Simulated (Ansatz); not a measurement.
Start from SiO₂ in the rutile structure (space group P4_2/mnm, No. 136; a = 4.2362 Å, c = 2.6905 Å).

Perturbation: cell and atoms relaxed at a pressure of 0.9 GPa.

Level of theory: PBE (Ansatz, a quantum-chemistry and plane-wave program), no spin-orbit coupling.

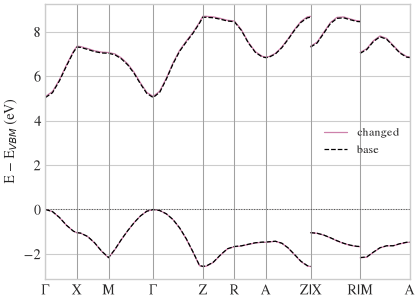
Fig. 1. Highest valence and lowest conduction band along the path, each from its own valence-band maximum

Question: From the figure, how large is the changed gap, and is it direct?

Answer: About 5.1 eV, direct at Γ.

Load acts through the strain it causes; cell and atoms are relaxed under it. Whether these cells are dynamically stable was not tested.
